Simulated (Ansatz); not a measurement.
These are PBE (plane waves to 420 eV, PAW; Ansatz, a program for electronic structure) values and carry that method's errors.

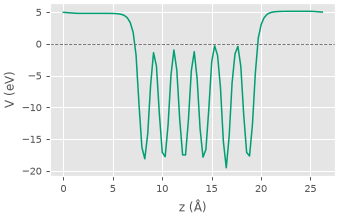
*Plane-averaged electrostatic potential energy along the normal, in eV from the Fermi level, for a constructed model of the (110) surface of bcc Fe, ferromagnetic, a layer of Mg in place of the second plane (bottom of the slab: a bare face, its two planes held)*

Set-up: 6 atoms, 10.1 Å thick at the start (thin: gaps and levels are the slab's own); mesh 16x16x1; 0.1 eV smearing; dipole correction on; 2 atoms held, the rest relaxed; held to the start's symmetry, so lower structures may exist; spin-polarised, ending with about 11.5 μB a cell; orders that need a larger cell were not tried, no spin-orbit, no U. It is one candidate, not shown to be the stable structure of the face.

The vacuum level lies 5.12 eV above the Fermi level over the top face and 4.80 eV above it under the bottom face.
